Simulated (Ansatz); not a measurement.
# Cl₃FMoS: a spread of methods and bases

Aim: run Cl₃FMoS under a spread of inputs, and see what each costs and gives.

The runs use Ansatz 0.2.0, Gaussian basis; the settings change from run to run.

1 further run of the same task is left out (for a known fault of the program).

## Step 1: The relaxed structure

The geometry comes from an earlier relaxation with PBE0-D4 in a triple-zeta def2 set; it is a stationary point. Mo takes a core potential in def2 sets; no spin-orbit term is included.

SMILES `[F][Mo](=[S])([Cl])([Cl])[Cl]`, 6 atoms, charge 0, spin multiplicity 1.

Atoms are counted from 1 here; the program's logs count them from 0.

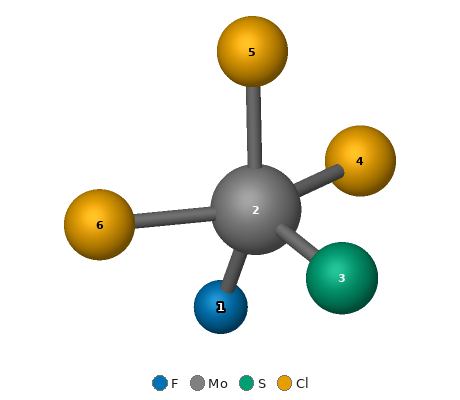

The structure; fluorine blue, molybdenum grey, sulfur teal, chlorine amber; atoms are numbered from 1 in the order of the file.

## Step 2: B97/def2-mTZVP

in.yaml

```yaml
crystal:
  periodic: [false, false, false]
  atoms:
    - {symbol: F, position_ang: [-1.644166, -0.523362, 0.759414]}
    - {symbol: Mo, position_ang: [-0.012763, -0.038921, 0.039113]}
    - {symbol: S, position_ang: [1.391337, -0.760106, 1.357177]}
    - {symbol: Cl, position_ang: [-0.396281, -1.733143, -1.424324]}
    - {symbol: Cl, position_ang: [1.242276, 0.952439, -1.568501]}
    - {symbol: Cl, position_ang: [-0.538303, 2.038994, 0.790922]}
basis:
  gaussian: {orbitals: def2-mTZVP}
hamiltonian: {xc: {name: B97}}
```

Launch:

```console
$ ansatz run in.yaml --threads 4 --pin off --events-out ev --progress --plain --max-ram 11315MiB
```

Standard output:

```text
Functional definition: B97
  name "B97"
  cite "Becke, J. Chem. Phys. 107, 8554 (1997) doi:10.1063/1.475007"
  parameter cx = 0.1943
  parameter cx0 = 0.8094
  parameter cx1 = 0.5073
  parameter cx2 = 0.7481
  parameter css0 = 0.1737
  parameter css1 = 2.3487
  parameter css2 = -2.4868
  parameter cos0 = 0.9454
  parameter cos1 = 0.7471
  parameter cos2 = -4.5961
  exchange = spin_sum(e_x_unif_s*poly(b97_u_x, cx0, cx1, cx2)) + cx*exact_x
  correlation = spin_sum(e_c_pw_same_spin*poly(b97_u_same, css0, css1, css2))
      + integral(e_c_pw_opposite_spin*poly(b97_u_opposite, cos0, cos1, cos2))
1273 factors; integrals over basis functions are off by at most 2.7e-4 eV
mean field evaluation 1: about -52971.6235 eV, gradient 5.0e1 eV
mean field evaluation 2: about -52860.5834 eV, gradient 2.6e2 eV
mean field evaluation 4: about -52974.3361 eV, gradient 2.9e1 eV
mean field evaluation 8: about -52975.9923 eV, gradient 7.1e-1 eV
mean field evaluation 16: about -52976.1564 eV, gradient 3.7e-4 eV
mean field -52976.15637024 eV, -1946.8378380779 hartree, gradient 4.5e-5 eV, S^2 0.000000; 0 other end points of the search recorded, 0 dependent functions left out
reference -52976.15640616 eV, -1946.8378393977 hartree; 45, 45 occupied and 95, 95 virtual orbitals, 1273 factors
Total energy: -52976.15640616 eV, -1946.8378393977 hartree
```

Run time: 2.9 s. Hardware: 4 threads of Intel Xeon 6975P-C, shared host.

## Step 3: B97/x2c-TZVPPall

Options: charge +1, multiplicity 2, atoms shaken by 0.03 Å.

in.yaml

```yaml
crystal:
  periodic: [false, false, false]
  atoms:
    - {symbol: F, position_ang: [-1.643638, -0.521467, 0.751633]}
    - {symbol: Mo, position_ang: [-0.015647, -0.083406, -0.016035]}
    - {symbol: S, position_ang: [1.374996, -0.749659, 1.297090]}
    - {symbol: Cl, position_ang: [-0.449100, -1.689054, -1.393070]}
    - {symbol: Cl, position_ang: [1.222380, 0.963906, -1.561973]}
    - {symbol: Cl, position_ang: [-0.550548, 2.035656, 0.791771]}
basis:
  gaussian: {orbitals: x2c-TZVPPall}
total_charge: 1
magnetization: {spin_polarized: true, initial_magnetization: 1}
hamiltonian: {xc: {name: B97}}
```

Launched as before.

Standard output (excerpt; [...] marks lines left out):

```text
Functional definition: B97
  name "B97"
  cite "Becke, J. Chem. Phys. 107, 8554 (1997) doi:10.1063/1.475007"
[...]
      + integral(e_c_pw_opposite_spin*poly(b97_u_opposite, cos0, cos1, cos2))
1960 factors; their error is unknown
[...]
mean field -161420.34245639 eV, -5932.0881706345 hartree, gradient 9.2e-6 eV, S^2 0.770597; 8 other end points of the search recorded, 0 dependent functions left out
reference -161420.34249301 eV, -5932.0881719802 hartree; 59, 58 occupied and 219, 220 virtual orbitals, 1960 factors
Total energy: -161420.34249301 eV, -5932.0881719802 hartree
Relativity: scalar
```

Run time: 76 s. Hardware: 4 threads of Intel Xeon 6975P-C, shared host; peak memory 3 GiB.

⟨S²⟩ 0.771.

## Step 4: B2GP-PLYP/STO-3G

Set apart from the defaults: charge -1, multiplicity 2.

in.yaml

```yaml
crystal:
  periodic: [false, false, false]
  atoms:
    - {symbol: F, position_ang: [-1.644166, -0.523362, 0.759414]}
    - {symbol: Mo, position_ang: [-0.012763, -0.038921, 0.039113]}
    - {symbol: S, position_ang: [1.391337, -0.760106, 1.357177]}
    - {symbol: Cl, position_ang: [-0.396281, -1.733143, -1.424324]}
    - {symbol: Cl, position_ang: [1.242276, 0.952439, -1.568501]}
    - {symbol: Cl, position_ang: [-0.538303, 2.038994, 0.790922]}
basis:
  gaussian: {orbitals: STO-3G}
total_charge: -1
magnetization: {spin_polarized: true, initial_magnetization: 1}
hamiltonian: {xc: {name: B2GP-PLYP}}
```

Same command.

Standard output (excerpt; [...] marks lines left out):

```text
Functional definition: B2GP-PLYP
  name "B2GP-PLYP"
  cite "Karton, Tarnopolsky, Lamère, Schatz & Martin, J. Phys. Chem. A 112, 12868 (2008) doi:10.1021/jp801805p"
  cite "Becke, Phys. Rev. A 38, 3098 (1988) doi:10.1103/PhysRevA.38.3098"
  cite "Lee, Yang & Parr, Phys. Rev. B 37, 785 (1988) doi:10.1103/PhysRevB.37.785"
[...]
814 factors; integrals over basis functions are off by at most 1.1e-4 eV
[...]
mean field -157669.20666659 eV, -5794.2364729703 hartree, gradient 3.2e-6 eV, S^2 0.856675; 4 other end points of the search recorded, 0 dependent functions left out
35 core orbitals not correlated: weight in the atoms' cores, before any rotation towards them, 1.000 or more for the frozen orbitals, at most 0.000 for the correlated occupied ones
reference -157669.20675568 eV, -5794.2364762444 hartree; 25, 24 occupied and 8, 9 virtual orbitals, 814 factors
second order -9.26210270 eV of doubles, -0.00000000 eV of singles
Total energy: -157672.54111265 eV, -5794.3590116031 hartree
```

Run time: 3 s. Hardware: 4 threads of Intel Xeon 6975P-C, shared host.

⟨S²⟩ 0.857. The spin excess of 0.11 shows a contaminated determinant.

## Step 5: MP2/def2-TZVPP

This run has atoms shaken by 0.15 Å, a grid of angular degree 47, finite nuclei, a point charge of 1.00 e beside it.

in.yaml

```yaml
crystal:
  periodic: [false, false, false]
  atoms:
    - {symbol: F, position_ang: [-1.623325, -0.629660, 0.740336]}
    - {symbol: Mo, position_ang: [0.060875, -0.244518, 0.056709]}
    - {symbol: S, position_ang: [1.149146, -1.051988, 1.439897]}
    - {symbol: Cl, position_ang: [-0.574129, -1.690156, -1.442724]}
    - {symbol: Cl, position_ang: [1.064035, 0.775571, -1.691062]}
    - {symbol: Cl, position_ang: [-0.450172, 1.923744, 0.974158]}
basis:
  gaussian: {orbitals: def2-TZVPP, final_grid: {core_spheres: 20, valence_spheres: 16, degree: 47}, nuclear_model: gaussian, point_charges: [{charge: 1.00, position_ang: [5.108, 0.017, -0.623]}]}
hamiltonian: {xc: {name: HF}}
correlation: {method: mp2}
output: {forces: true}
```

Launched as before.

Standard output (excerpt; [...] marks lines left out):

```text
Functional definition: HF
  name "HF"
  cite "Fock, Z. Phys. 61, 126 (1930) doi:10.1007/BF01340294"
  parent pbe
[...]
1589 factors; integrals over basis functions are off by at most 6.5e-4 eV
[...]
mean field -52876.50915796 eV, -1943.1758705700 hartree, gradient 2.3e-6 eV, S^2 0.000000; 0 other end points of the search recorded, 0 dependent functions left out
21 core orbitals not correlated: weight in the atoms' cores, before any rotation towards them, 1.000 or more for the frozen orbitals, at most 0.000 for the correlated occupied ones
reference -52876.50915796 eV, -1943.1758705700 hartree; 24, 24 occupied and 210, 210 virtual orbitals, 1589 factors
second order -44.09379306 eV of doubles, -0.00000000 eV of singles
[...]
Total energy: -52920.60295102 eV, -1944.7962875769 hartree
Atom 0 at    -1.623325    -0.629660     0.740336 Å, force     0.010365     0.101492     0.454292 eV/Å
Atom 1 at     0.060875    -0.244518     0.056709 Å, force    -6.540745     5.584672    -3.900127 eV/Å
Atom 2 at     1.149146    -1.051988     1.439897 Å, force     4.691833    -3.154797     4.916253 eV/Å
Atom 3 at    -0.574129    -1.690156    -1.442724 Å, force    -0.066020    -1.705626    -0.880466 eV/Å
Atom 4 at     1.064035     0.775571    -1.691062 Å, force     1.243462     0.555578     0.067662 eV/Å
Atom 5 at    -0.450172     1.923744     0.974158 Å, force     0.721580    -1.449329    -0.581591 eV/Å
Dipole moment:     0.058676    -0.467306     0.248947 e Å
```

Run time: 9 s. Hardware: 4 threads of Intel Xeon 6975P-C, shared host; peak memory 0.87 GiB.

Largest force 9.444 eV/Å, dipole 2.56 D.

## Step 6: RPBE/ANO-RCC-VTZP

Options: D4 dispersion, the search for lower states set to light.

in.yaml

```yaml
crystal:
  periodic: [false, false, false]
  atoms:
    - {symbol: F, position_ang: [-1.644166, -0.523362, 0.759414]}
    - {symbol: Mo, position_ang: [-0.012763, -0.038921, 0.039113]}
    - {symbol: S, position_ang: [1.391337, -0.760106, 1.357177]}
    - {symbol: Cl, position_ang: [-0.396281, -1.733143, -1.424324]}
    - {symbol: Cl, position_ang: [1.242276, 0.952439, -1.568501]}
    - {symbol: Cl, position_ang: [-0.538303, 2.038994, 0.790922]}
basis:
  gaussian: {orbitals: ANO-RCC-VTZP}
hamiltonian: {xc: {name: RPBE}, dispersion: d4}
scf: {lower_state_search: light}
```

Same command.

Standard output:

```text
Functional definition: RPBE
  name "RPBE"
  cite "Hammer, Hansen & Nørskov, Phys. Rev. B 59, 7413 (1999) doi:10.1103/PhysRevB.59.7413"
  cite "Perdew, Burke & Ernzerhof, Phys. Rev. Lett. 77, 3865 (1996) doi:10.1103/PhysRevLett.77.3865"
  parameter kappa = 0.804
  parameter beta = 0.06672455060314922
  exchange = rpbe_x(kappa = kappa, mu = beta*pi^2/3)
  correlation = pbe_c(beta = beta)
2127 factors; their error is unknown
mean field evaluation 1: about -161431.0125 eV, gradient 4.2e1 eV
mean field evaluation 2: about -161350.3367 eV, gradient 2.1e2 eV
mean field evaluation 4: about -161424.3537 eV, gradient 7.3e1 eV
mean field evaluation 8: about -161434.2340 eV, gradient 9.5e-1 eV
mean field evaluation 16: about -161434.1829 eV, gradient 1.0e-4 eV
mean field -161434.18292388 eV, -5932.5967984333 hartree, gradient 2.3e-5 eV, S^2 0.000000; 0 other end points of the search recorded, 0 dependent functions left out
reference -161434.18299300 eV, -5932.5968009736 hartree; 59, 59 occupied and 175, 175 virtual orbitals, 2127 factors
Total energy: -161435.10188287 eV, -5932.6305695533 hartree
Relativity: scalar
```

Run time: 3.4 s. Hardware: 4 threads of Intel Xeon 6975P-C, shared host; peak memory 0.67 GiB.

## Step 7: CAM-B3LYP/x2c-TZVPPall

This run has a point charge of 2.00 e beside it, D3(BJ) with three-body dispersion.

in.yaml, as its differences from that of step 6:

```diff
@@ -10,4 +10,4 @@
 basis:
-  gaussian: {orbitals: ANO-RCC-VTZP}
-hamiltonian: {xc: {name: RPBE}, dispersion: d4}
-scf: {lower_state_search: light}
+  gaussian: {orbitals: x2c-TZVPPall, point_charges: [{charge: 2.00, position_ang: [4.034, 0.738, -0.585]}]}
+hamiltonian: {xc: {name: CAM-B3LYP}, dispersion: d3bjatm}
+output: {forces: true}
```

Same command.

Standard output (excerpt; [...] marks lines left out):

```text
Functional definition: CAM-B3LYP
  name "CAM-B3LYP"
  cite "Yanai, Tew & Handy, Chem. Phys. Lett. 393, 51 (2004) doi:10.1016/j.cplett.2004.06.011"
  cite "Iikura, Tsuneda, Yanai & Hirao, J. Chem. Phys. 115, 3540 (2001) doi:10.1063/1.1383587"
  cite "Becke, Phys. Rev. A 38, 3098 (1988) doi:10.1103/PhysRevA.38.3098"
  cite "Lee, Yang & Parr, Phys. Rev. B 37, 785 (1988) doi:10.1103/PhysRevB.37.785"
  cite "Vosko, Wilk & Nusair, Can. J. Phys. 58, 1200 (1980) doi:10.1139/p80-159"
[...]
  # Exact exchange under (alpha + beta erf(omega r))/r, Becke's under what is left of 1/r.
[...]
1960 factors; their error is unknown
299 factors; integrals over basis functions are off by at most 9.7e-5 eV
[...]
mean field -161450.51344343 eV, -5933.1969339574 hartree, gradient 5.1e-5 eV, S^2 0.000000; 0 other end points of the search recorded, 0 dependent functions left out
[...]
reference -161450.51360006 eV, -5933.1969397134 hartree; 59, 59 occupied and 219, 219 virtual orbitals, 1960 factors
Total energy: -161450.84778549 eV, -5933.2092208016 hartree
Relativity: scalar
Atom 0 at    -1.644166    -0.523362     0.759414 Å, force     1.110688     0.274591    -0.382195 eV/Å
Atom 1 at    -0.012763    -0.038921     0.039113 Å, force    -2.863395    -1.264823     1.861437 eV/Å
Atom 2 at     1.391337    -0.760106     1.357177 Å, force     0.561089    -0.148390     0.314828 eV/Å
Atom 3 at    -0.396281    -1.733143    -1.424324 Å, force     0.284239     0.672899     0.257477 eV/Å
Atom 4 at     1.242276     0.952439    -1.568501 Å, force     2.974944     0.986130    -1.259143 eV/Å
Atom 5 at    -0.538303     2.038994     0.790922 Å, force     0.322433    -0.463845    -0.414499 eV/Å
Dipole moment:    -1.285384    -0.373117     0.359742 e Å
```

Run time: 8 s. Hardware: 4 threads of Intel Xeon 6975P-C, shared host; peak memory 1.6 GiB.

Largest force 3.642 eV/Å, dipole 6.66 D.

## Step 8: B97M-V/def2-SVP

Options: atoms shaken by 0.03 Å, high accuracy, the search for lower states set to off.

in.yaml

```yaml
crystal:
  periodic: [false, false, false]
  atoms:
    - {symbol: F, position_ang: [-1.635560, -0.479173, 0.775416]}
    - {symbol: Mo, position_ang: [0.031642, -0.029465, 0.090374]}
    - {symbol: S, position_ang: [1.433866, -0.809380, 1.391597]}
    - {symbol: Cl, position_ang: [-0.352836, -1.737872, -1.468446]}
    - {symbol: Cl, position_ang: [1.269797, 0.914995, -1.584067]}
    - {symbol: Cl, position_ang: [-0.618458, 2.052553, 0.809213]}
basis:
  gaussian: {orbitals: def2-SVP}
hamiltonian: {xc: {name: B97M-V}}
accuracy: high
scf: {lower_state_search: off}
```

The command is unchanged.

Standard output (excerpt; [...] marks lines left out):

```text
Functional definition: B97M-V
  name "B97M-V"
  cite "Mardirossian & Head-Gordon, J. Chem. Phys. 142, 074111 (2015) doi:10.1063/1.4907719"
  cite "Becke, J. Chem. Phys. 107, 8554 (1997) doi:10.1063/1.475007"
  cite "Vydrov & Van Voorhis, J. Chem. Phys. 133, 244103 (2010) doi:10.1063/1.3521275"
  # Of w^i u^j: cxij and so on, Table III.
[...]
  gx(w, u) = cx00 + cx01*u + cx02*u^2 + (cx10 + cx11*u)*w
  gss(w, u) = css00 + css02*u^2 + css10*w + (css32*w^3 + css42*w^4)*u^2
  gos(w, u) = cos00 + cos01*u + cos03*u^3 + cos10*w + cos32*w^3*u^2
[...]
      + integral(e_c_pw_mod_opposite_spin*gos(b97_w_opposite, b97_u_opposite)) + vv10(b, c)
[...]
2417 factors; integrals over basis functions are off by at most 5.7e-9 eV
[...]
mean field -52951.12257441 eV, -1945.9178630496 hartree, gradient 4.4e-8 eV, S^2 0.000000; 0 other end points of the search recorded, 0 dependent functions left out
reference -52951.12258367 eV, -1945.9178633897 hartree; 45, 45 occupied and 72, 72 virtual orbitals, 2417 factors
Total energy: -52951.12258367 eV, -1945.9178633897 hartree
Checks for a lower state left out: stability, starts, cluster_reference, orbital_swaps, neighbouring_geometries, increment
```

It took 8.5 s on 4 threads of Intel Xeon 6975P-C, shared host.

## Step 9: wB97/def2-TZVPP

This run has charge +1, multiplicity 2, coordinates scaled by 0.92, the search for lower states set to light.

in.yaml

```yaml
crystal:
  periodic: [false, false, false]
  atoms:
    - {symbol: F, position_ang: [-1.512633, -0.481493, 0.698661]}
    - {symbol: Mo, position_ang: [-0.011742, -0.035807, 0.035984]}
    - {symbol: S, position_ang: [1.280030, -0.699298, 1.248603]}
    - {symbol: Cl, position_ang: [-0.364579, -1.594491, -1.310378]}
    - {symbol: Cl, position_ang: [1.142894, 0.876244, -1.443021]}
    - {symbol: Cl, position_ang: [-0.495239, 1.875874, 0.727648]}
basis:
  gaussian: {orbitals: def2-TZVPP}
total_charge: 1
magnetization: {spin_polarized: true, initial_magnetization: 1}
hamiltonian: {xc: {name: wB97}}
scf: {lower_state_search: light}
```

The command is unchanged.

Standard output (excerpt; [...] marks lines left out):

```text
Functional definition: wB97
  name "wB97"
  cite "Chai & Head-Gordon, J. Chem. Phys. 128, 084106 (2008) doi:10.1063/1.2834918"
  cite "Becke, J. Chem. Phys. 107, 8554 (1997) doi:10.1063/1.475007"
[...]
  # The coefficients of nought are those of the uniform gas.
[...]
      + integral(e_c_pw_opposite_spin*poly(b97_u_opposite, 1, cos1, cos2, cos3, cos4))
1621 factors; their error is unknown
372 factors; integrals over basis functions are off by at most 2.2e-5 eV
[...]
mean field -52969.44436701 eV, -1946.5911765087 hartree, gradient 2.1e-6 eV, S^2 0.776004; 12 other end points of the search recorded, 0 dependent functions left out
reference -52969.44435483 eV, -1946.5911760610 hartree; 45, 44 occupied and 210, 211 virtual orbitals, 1621 factors
Total energy: -52969.44435483 eV, -1946.5911760610 hartree
```

It took 65 s on 4 threads of Intel Xeon 6975P-C, shared host; peak memory 1.6 GiB.

⟨S²⟩ 0.776.

## Step 10: The runs in one table

| level | charge | multiplicity | geometry | functions | energy (eV) | time |
| --- | --- | --- | --- | --- | --- | --- |
| B97/def2-mTZVP | 0 | 1 | relaxed | 140 | -52976.156 | 2.9 s |
| B97/x2c-TZVPPall | 1 | 2 | shaken | 278 | -161420.342 | 76 s |
| B2GP-PLYP/STO-3G | -1 | 2 | relaxed | 68 | -157672.541 | 3 s |
| MP2/def2-TZVPP | 0 | 1 | shaken, point charge | 255 | -52920.603 | 9 s |
| RPBE/ANO-RCC-VTZP | 0 | 1 | relaxed | 234 | -161435.102 | 3.4 s |
| CAM-B3LYP/x2c-TZVPPall | 0 | 1 | relaxed, point charge | 278 | -161450.848 | 8 s |
| B97M-V/def2-SVP | 0 | 1 | shaken | 117 | -52951.123 | 8.5 s |
| wB97/def2-TZVPP | 1 | 2 | scaled | 255 | -52969.444 | 65 s |

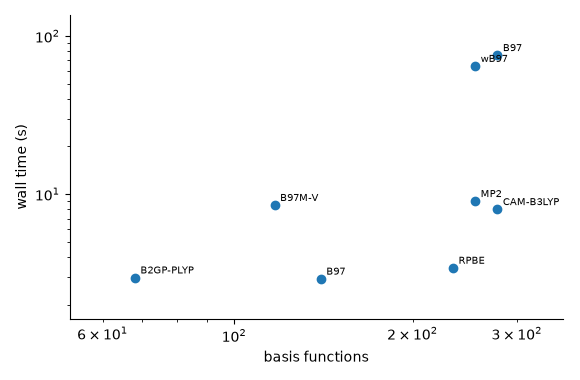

Wall time against the number of basis functions (shared host).

## Step 11: Outcome

| quantity | value |
| --- | --- |
| runs | 8 |
| quickest | B97/def2-mTZVP, 2.9 s |
| slowest | B97/x2c-TZVPPall, 76 s |
| spread of total energies, same state and geometry | 108458.9 eV |

What this shows: B97/x2c-TZVPPall took 26 times as long as B97/def2-mTZVP. The jobs differ in tasks and options as well as level. The totals spread over 108459 eV; they can't be compared across methods or bases. Some of these runs are scalar-relativistic and others not, which shifts the totals of all-electron atoms past neon by eV; core potentials, where a basis has them, take the core out of the total altogether.
